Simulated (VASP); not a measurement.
Band structure of Hf3ScN4 (ordered alloy cell). Computed with PBEsol GGA, VASP's PBE PAW potentials (set 64) (plane waves; VASP).

Unless said otherwise, spin-orbit coupling is left out, though it shifts the bands of the heavy elements here.

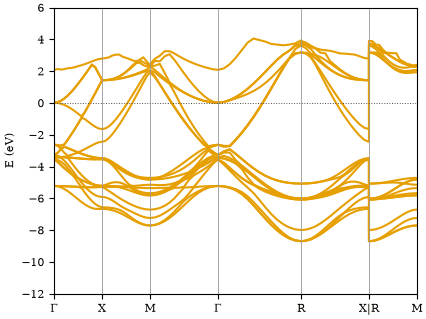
Figure: Bands along high-symmetry lines, zero at the valence-band maximum or, without a gap, the Fermi level

Problem. Read the plot: is there a gap, and where are the band edges?

Solution. It has no gap at this level: it comes out as a metal or semimetal. (Edges off the drawn lines would not show.)

The structure was generated: Hf3ScN4 was put into an ordered model structure (Pm-3m), which need not be its known phase. It was relaxed first. The electron count is odd and the run is not spin-polarised, which forces a metal.
